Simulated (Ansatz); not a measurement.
**CH$_{4}$AlClS: one change and its effect**

System: CH$_{4}$AlClS.
Method of run 1: RKS PBE0-D4/def2-TZVPP (Ansatz 0.2.0).

The geometry comes from this level: PBE0-D4/def2-TZVP. Text and figures count atoms from 1; the logs count them from 0 in places.

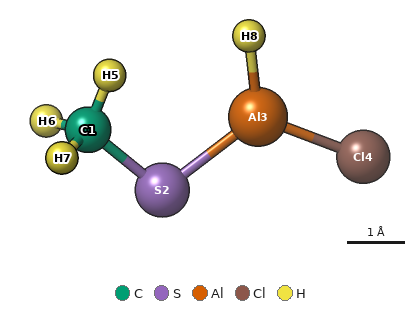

Figure 1. The input geometry (ball-and-stick view, seen at a tilt; atoms are numbered from 1 in the order of the input). Sticks mark near contacts. Bond lengths as drawn: Al–Cl 2.09 Å, Al–H 1.57 Å, Al–S 2.16 Å, C–H 1.09 Å and C–S 1.82 Å.

### Input, run 1
```yaml
crystal:
  periodic: [false, false, false]
  atoms:
    - {symbol: C, position_ang: [-1.003852, 0.824815, -0.567326]}
    - {symbol: S, position_ang: [-0.818114, -0.960933, -0.245107]}
    - {symbol: Al, position_ang: [1.154649, -0.986024, 0.629501]}
    - {symbol: Cl, position_ang: [1.941425, -2.829928, 1.225813]}
    - {symbol: H, position_ang: [-0.123681, 1.389836, -0.258688]}
    - {symbol: H, position_ang: [-1.163382, 0.971088, -1.634523]}
    - {symbol: H, position_ang: [-1.870557, 1.189527, -0.018166]}
    - {symbol: H, position_ang: [1.975612, 0.344420, 0.812696]}
basis:
  gaussian: {orbitals: def2-TZVPP}
hamiltonian: {xc: pbe0, dispersion: d4}
output: {orbitals: {seedname: orbitals}}
```

Hardware: 2 CPU threads, shared host.

### Output (run 1)
```
Functional definition: PBE0
  parameter a = 0.25
  parameter kappa = 0.804
  parameter beta = 0.06672455060314922
  exchange = (1 - a)*pbe_x(kappa = kappa, mu = beta*pi^2/3) + a*exact_x
  correlation = pbe_c(beta = beta)
1356 factors; their error is unknown
mean field evaluation 1: about -31045.0915 eV, gradient 4.2e1 eV
mean field evaluation 2: about -31043.2318 eV, gradient 4.8e1 eV
mean field evaluation 4: about -31049.1014 eV, gradient 1.4e0 eV
mean field evaluation 8: about -31049.1500 eV, gradient 3.0e-1 eV
mean field evaluation 16: about -31049.1501 eV, gradient 6.6e-5 eV
mean field -31049.15011718 eV, -1141.0352209367 hartree, gradient 6.6e-5 eV, S^2 0.000000; 0 other end points of the search recorded, 0 dependent functions left out
reference -31049.15014849 eV, -1141.0352220872 hartree; 28, 28 occupied and 185, 185 virtual orbitals, 1356 factors
Total energy: -31049.30742077 eV, -1141.0410017369 hartree
```

For run 2 the input was changed thus:
```diff
-  gaussian: {orbitals: def2-TZVPP}
+  gaussian: {orbitals: def2-SVP}
```

Predict how the results change.

The total energy of run 2 is 268.8 kcal/mol higher, which measures the change of basis and not a stability. The HOMO goes from −7.41 to −7.35 eV. The LUMO goes from −1.11 to −0.99 eV. The basis functions go from 213 to 88.

### Output (run 2)
```
Functional definition: PBE0
  parameter a = 0.25
  parameter kappa = 0.804
  parameter beta = 0.06672455060314922
  exchange = (1 - a)*pbe_x(kappa = kappa, mu = beta*pi^2/3) + a*exact_x
  correlation = pbe_c(beta = beta)
830 factors; integrals over basis functions are off by at most 1.2e-3 eV
mean field evaluation 1: about -31034.5882 eV, gradient 3.3e1 eV
mean field evaluation 2: about -31033.6468 eV, gradient 3.7e1 eV
mean field evaluation 4: about -31037.3707 eV, gradient 5.8e-1 eV
mean field evaluation 8: about -31037.4926 eV, gradient 1.4e-1 eV
mean field evaluation 16: about -31037.4927 eV, gradient 4.3e-5 eV
mean field -31037.49268914 eV, -1140.6068183577 hartree, gradient 4.3e-5 eV, S^2 0.000000; 0 other end points of the search recorded, 0 dependent functions left out
reference -31037.49271689 eV, -1140.6068193775 hartree; 28, 28 occupied and 60, 60 virtual orbitals, 830 factors
Total energy: -31037.64998917 eV, -1140.6125990273 hartree
```

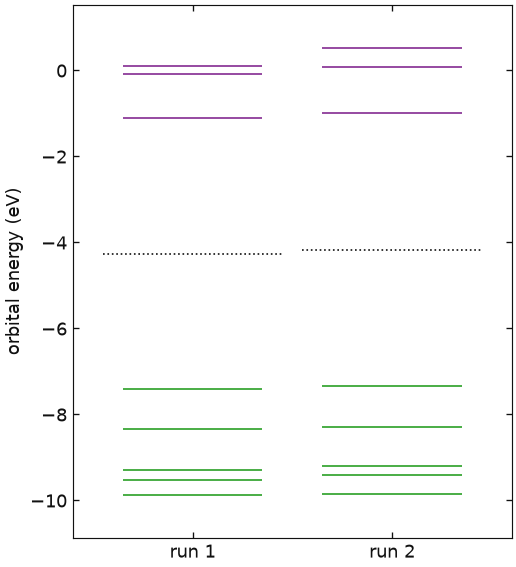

Figure 2. The five highest filled and three lowest empty orbital energies of the two runs; the dotted lines part filled from empty levels. The HOMO–LUMO gap is 6.30 eV in run 1 and 6.36 eV in run 2.

### The two runs side by side

```csv
quantity,run 1,run 2
outcome,converged,converged
total energy (hartree),−1141.041002,−1140.612599
HOMO (eV),−7.41,−7.35
LUMO (eV),−1.11,−0.99
basis functions,213,88
wall time (shared host),3 s,1.1 s
```
